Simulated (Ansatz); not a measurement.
Frequency calculation, with input and output: SiH$_{2}$ClF$_{2}$

The run: frequency calculation of SiH$_{2}$ClF$_{2}$, multiplicity 2. Method and program: UHF/def2-SVP (Ansatz 0.2.0).

It belongs to a series of runs on one base structure; here: vibrations at the highest image of the band. Figures and captions count atoms from 1; the log counts them from 0 in places.

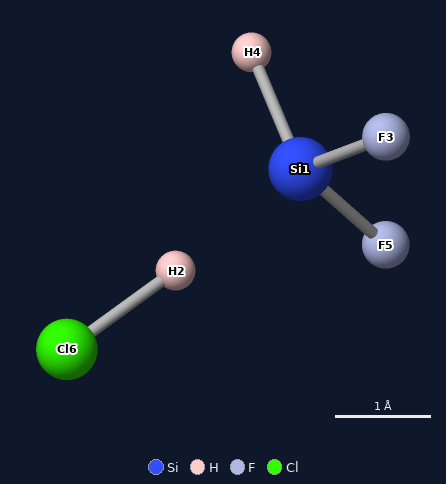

Figure 1. The input geometry (ball-and-stick view, seen at an oblique angle; atoms are numbered from 1 in the order of the input). Bond lengths as drawn: Cl–H 1.47 Å, F–Si 1.59 Å and H–Si 1.46 Å.

**The input**
```yaml
crystal:
  periodic: [false, false, false]
  atoms:
    - { symbol: Si, position_ang: [-0.012028, 0.022035, 0.011154] }
    - { symbol: H, position_ang: [0.022583, -0.036742, 1.783263] }
    - { symbol: F, position_ang: [1.488352, -0.003761, -0.51578] }
    - { symbol: H, position_ang: [-0.702363, 1.217355, -0.474246] }
    - { symbol: F, position_ang: [-0.740923, -1.29045, -0.513783] }
    - { symbol: Cl, position_ang: [0.007177, -0.014438, 3.254192] }
magnetization:
  spin_polarized: true
  initial_magnetization: 1
basis:
  gaussian: { orbitals: def2-SVP }
hamiltonian:
  xc: hf
phonons: {}
```

Run as:
```bash
ansatz run input.yaml --threads 1 --pin off --max-ram 2048MiB --backend cpu --events-out ev --progress --plain --runs-dir out
```

**Log**
```
Engine: ansatz 0.2.0, x86_64-unknown-linux-gnu
Functional definition: HF
  exchange = exact_x
  correlation = 0
725 factors; integrals over basis functions are off by at most 3.6e-4 eV
mean field evaluation 1: about -25796.8566 eV, gradient 2.5e1 eV
mean field evaluation 2: about -25796.8759 eV, gradient 2.5e1 eV
mean field evaluation 4: about -25799.7286 eV, gradient 2.4e0 eV
mean field evaluation 8: about -25799.8187 eV, gradient 2.2e-1 eV
mean field -25799.82022396 eV, -948.1259054844 hartree, gradient 4.8e-5 eV, S^2 0.778043; 0 other end points of the search recorded, 0 dependent functions left out
the calculation of the forces begins
reference -25799.82022396 eV, -948.1259054844 hartree; 26, 25 occupied and 48, 49 virtual orbitals, 725 factors
these checks for a lower state are left out or cut short: stability, starts, cluster_reference, orbital_swaps, neighbouring_geometries, increment
725 factors; integrals over basis functions are off by at most 3.6e-4 eV
mean field evaluation 16: about -25799.8201 eV, gradient 4.6e-4 eV
mean field -25799.82006938 eV, -948.1258998036 hartree, gradient 4.2e-6 eV, S^2 0.778042; 0 other end points of the search recorded, 0 dependent functions left out
[... from here on the field's lines of each further geometry are left out, up to the last ...]
the calculation of the forces begins
reference -25799.82020547 eV, -948.1259048047 hartree; 26, 25 occupied and 48, 49 virtual orbitals, 725 factors
these checks for a lower state are left out or cut short: stability, starts, cluster_reference, orbital_swaps, neighbouring_geometries, increment
725 factors; integrals over basis functions are off by at most 3.6e-4 eV
mean field evaluation 224: about -25799.8202 eV, gradient 7.9e-2 eV
mean field -25799.82020430 eV, -948.1259047617 hartree, gradient 3.5e-6 eV, S^2 0.777813; 0 other end points of the search recorded, 0 dependent functions left out
the calculation of the forces begins
reference -25799.82020430 eV, -948.1259047617 hartree; 26, 25 occupied and 48, 49 virtual orbitals, 725 factors
WARN: phonons: modes at or below zero, which the zero-point energy, F, S and C_V leave out: 1, the lowest at -1628.21 cm⁻¹. A minimum has none, and a first-order saddle one
Total energy: -25799.82022396 eV, -948.1259054844 hartree
Atom 0 at    -0.012028     0.022035     0.011154 Å, force     0.003287    -0.006461     0.010242 eV/Å
Atom 1 at     0.022583    -0.036742     1.783263 Å, force    -0.002294     0.003758    -0.000875 eV/Å
Atom 2 at     1.488352    -0.003761    -0.515780 Å, force     0.019248     0.002037    -0.005317 eV/Å
Atom 3 at    -0.702363     1.217355    -0.474246 Å, force    -0.008758     0.015222     0.001311 eV/Å
Atom 4 at    -0.740923    -1.290450    -0.513783 Å, force    -0.011228    -0.015393    -0.005516 eV/Å
Atom 5 at     0.007177    -0.014438     3.254192 Å, force    -0.000255     0.000836     0.000155 eV/Å
Dipole moment:    -0.163422     0.284351    -0.294592 e Å
Vibrations: -1628.21 49.25 82.66 286.41 354.97 705.45 709.14 884.90 886.37 929.57 1032.52 2426.79 cm⁻¹, zero-point energy 0.517512 eV
```

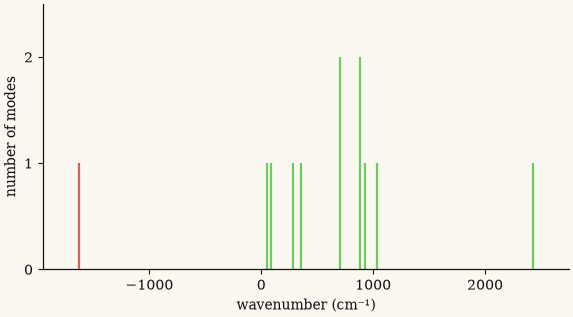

Figure 2. Harmonic vibrational wavenumbers from the force constants; neighbouring modes closer than 18 cm⁻¹ are counted in one stick, and imaginary ones are drawn at negative wavenumbers. 12 modes from 1628i to 2427 cm⁻¹, 1 imaginary beyond 8i (1628i cm⁻¹): a first-order saddle point, if the geometry is stationary.

**Summary**

- outcome: converged
- total energy: −25799.8202 eV
- mean-field energy: −25799.8202 eV
- ⟨S²⟩: 0.778
- largest force (length of the vector): 0.020 eV/Å
- hardware: 1 thread of AMD EPYC (Zen 3), 32 GiB of memory available, shared host
- wall time: 35 s
- peak memory: 0.16 GiB
